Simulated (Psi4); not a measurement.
**HCl (hydrogen chloride): revPBE/def2-TZVPPD**

Aim: the vertical electron affinity of HCl (hydrogen chloride) at revPBE/def2-TZVPPD, from 2 runs. 

Program for the calculation: Psi4 1.11.

1 further run of the same task is left out (it didn't finish).

## Step 1: The structure to begin with

HCl: 2 atoms, total charge 0, spin state singlet. As SMILES, `Cl`. Geometry: relaxed at PBE0-D4/def2-TZVP.

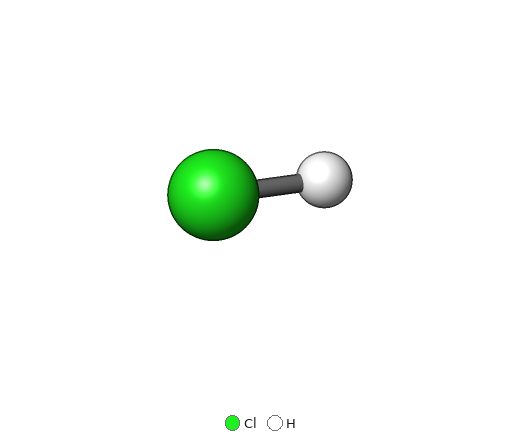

Viewed from a chosen angle; chlorine green, hydrogen white.

## Step 2: Energy and forces at revPBE/def2-TZVPPD

File clh.in:

```
memory 1600 mb

molecule {
  0 1
  Cl
  H 1 r2

  r2 = 1.278791
  symmetry c1
}

set puream true
set e_convergence 1e-09
set d_convergence 1e-08
set scf_type pk
set dft_radial_points 99
set dft_spherical_points 590

e_tot, wfn = gradient('revpbe/def2-TZVPPD', return_wfn=True)
oeprop(wfn, 'MULLIKEN_CHARGES', 'WIBERG_LOWDIN_INDICES', 'LOWDIN_CHARGES')
```

On the command line:

```console
$ psi4 -i clh.in -o clh.out -n 1
```

clh.out (excerpt; [...] marks lines left out):

```text
[...]
  Running in c1 symmetry.
[...]
  Nuclear repulsion =    7.034779398189383
[...]
  Multiplicity = 1
[...]
  Nalpha       = 9
  Nbeta        = 9
[...]
    Number of basis functions: 68
[...]
   @RKS iter   1:  -460.70374984258513   -6.02589e-02   4.96982e-03 DIIS/ADIIS
[...]
   @RKS iter   9:  -460.73762448674938   -1.47793e-12   4.75551e-10 DIIS
[...]
    Orbital Energies [Eh]
    ---------------------
    Doubly Occupied:
       1A   -100.687312     2A     -9.189088     3A     -7.006683
       4A     -6.996482     5A     -6.996482     6A     -0.774580
       7A     -0.432005     8A     -0.294186     9A     -0.294186
[...]
  @RKS Final Energy:  -460.73762448674938
   => Energetics <=
    Nuclear Repulsion Energy =              7.0347793981893831
    One-Electron Energy =                -649.9264853225979550
    Two-Electron Energy =                 210.6682487729611069
    DFT Exchange-Correlation Energy =     -28.5141673353018703
    Empirical Dispersion Energy =           0.0000000000000000
    VV10 Nonlocal Energy =                  0.0000000000000000
    Total Energy =                       -460.7376244867493824
[...]
 Multipole Moments:
 ------------------------------------------------------------------------------------
     Multipole            Electronic (a.u.)      Nuclear  (a.u.)        Total (a.u.)
 ------------------------------------------------------------------------------------
 L = 1.  Multiply by 2.5417464519 to convert [e a0] to [Debye]
 Dipole X            :          0.0000000            0.0000000            0.0000000
 Dipole Y            :         -0.0000000            0.0000000           -0.0000000
 Dipole Z            :         -0.7781867            1.1980381            0.4198514
 Magnitude           :                                                    0.4198514
[...]
  -Total Gradient:
     Atom            X                  Y                   Z
    ------   -----------------  -----------------  -----------------
       1        0.000000000001     0.000000000000     0.006005419183
       2       -0.000000000000     0.000000000000    -0.006005672001
[...]
  Mulliken Charges: (a.u.)
   Center  Symbol    Alpha    Beta     Spin     Total
       1    CL     8.61144  8.61144  0.00000 -0.22288
       2     H     0.38856  0.38856  0.00000  0.22288
   Total alpha =  9.00000, Total beta =  9.00000, Total charge = -0.00000
  Lowdin Charges: (a.u.)
   Center  Symbol    Alpha    Beta     Spin     Total
       1    CL     8.27580  8.27580  0.00000  0.44841
       2     H     0.72420  0.72420  0.00000 -0.44841
  Total alpha =  9.00000, Total beta =  9.00000, Total charge = -0.00000
[...]
```

Wall time 7.5 s (1 thread of Intel Xeon Platinum 8259CL at 2.50GHz (Skylake/Cascade Lake), shared host); peak memory 0.46 GiB.

## Step 3: The doublet anion: a single-point energy at U-revPBE/def2-TZVPPD

File clh.xyz:

```xyz
2
ClH
Cl     0.546000    -0.178500     0.280800
H     -0.546000     0.178500    -0.280800
```

File clh_ase.py:

```python
import numpy as np
from ase.calculators.psi4 import Psi4
from ase.io import read

a = read('clh.xyz')
calc = Psi4(atoms=a, method='revpbe', basis='def2-TZVPPD', memory='1600MB', num_threads=1, charge=-1, multiplicity=2, label='calc', reference='uks')
calc.psi4.set_options({'puream': True, 'e_convergence': 1e-09, 'd_convergence': 1e-08, 'scf_type': 'pk', 'dft_radial_points': 99, 'dft_spherical_points': 590, 'maxiter': 100})
a.calc = calc

print(f'energy: {a.get_potential_energy():.6f} eV')
```

On the command line:

```console
$ python clh_ase.py
```

calc.dat (excerpt; [...] marks lines left out):

```text
[...]
  Running in c1 symmetry.
[...]
  Nuclear repulsion =    7.034776949773978
[...]
  Multiplicity = 2
[...]
  Nalpha       = 10
  Nbeta        = 9
[...]
    Number of basis functions: 68
[...]
   @UKS iter   1:  -460.55108678947926    9.24038e-02   7.09521e-03 ADIIS/DIIS
[...]
   @UKS iter  13:  -460.69079380337524   -8.52651e-13   4.99892e-09 DIIS
[...]
   @S^2 Observed:                7.502217810E-01
[...]
    Orbital Energies [Eh]
    ---------------------
    Alpha Occupied:
       1A   -100.478835     2A     -8.982513     3A     -6.798554
       4A     -6.790662     5A     -6.790662     6A     -0.572592
       7A     -0.229166     8A     -0.100687     9A     -0.100687
      10A      0.122338
    Alpha Virtual:
      11A      0.146268    12A      0.158714    13A      0.158714
      14A      0.214163    15A      0.290397    16A      0.290397
      17A      0.327007    18A      0.327018    19A      0.361064
      20A      0.378078    21A      0.403851    22A      0.403851
      23A      0.563833    24A      0.637288    25A      0.637288
[...]
  @UKS Final Energy:  -460.69079380337524
   => Energetics <=
    Nuclear Repulsion Energy =              7.0347769497739776
    One-Electron Energy =                -653.5321737381395906
    Two-Electron Energy =                 214.4607970757089959
    DFT Exchange-Correlation Energy =     -28.6541940907186898
    Empirical Dispersion Energy =           0.0000000000000000
    VV10 Nonlocal Energy =                  0.0000000000000000
    Total Energy =                       -460.6907938033752430
[...]
 Multipole Moments:
 ------------------------------------------------------------------------------------
     Multipole            Electronic (a.u.)      Nuclear  (a.u.)        Total (a.u.)
 ------------------------------------------------------------------------------------
 L = 1.  Multiply by 2.5417464519 to convert [e a0] to [Debye]
 Dipole X            :          3.0900986           -1.0230426            2.0670561
 Dipole Y            :         -1.0102245            0.3344562           -0.6757683
 Dipole Z            :          1.5891935           -0.5261362            1.0630573
 Magnitude           :                                                    2.4206351
[...]
```

Standard output:

```text
energy: -12536.035028 eV
```

Wall time 9 s (1 thread of Intel Xeon Platinum 8259CL at 2.50GHz (Skylake/Cascade Lake), shared host); peak memory 0.47 GiB.

## Step 4: Results

Level: revPBE/def2-TZVPPD.

| quantity | value |
| --- | --- |
| singlet HCl: total energy | -460.73762 Eh |
| singlet HCl: dipole moment | 1.07 D |
| singlet HCl: HOMO energy | -8.01 eV |
| singlet HCl: LUMO energy | -0.97 eV |
| singlet HCl: HOMO–LUMO gap | 7.03 eV |
| singlet HCl: largest force on an atom | 0.309 eV/Å |
| doublet anion: total energy | -460.69079 Eh |
| doublet anion: HOMO energy (highest over α and β) | 3.33 eV |
| doublet anion: LUMO energy (lowest over α and β) | 3.98 eV |
| doublet anion: ⟨S²⟩ | 0.750 |
| vertical electron affinity (to the doublet anion) | -1.274 eV |

**Reading.** The anion lies 1.27 eV (29 kcal/mol) above the neutral: the electron isn't bound at this level, and such a value depends on the basis. The largest force (singlet HCl) is 0.31 eV/Å: the shape isn't a stationary point for this species at this level. The HOMO (doublet anion) lies at positive energy, 3.33 eV, as semi-local functionals often give for anions; only total energies tell whether the electron is bound.
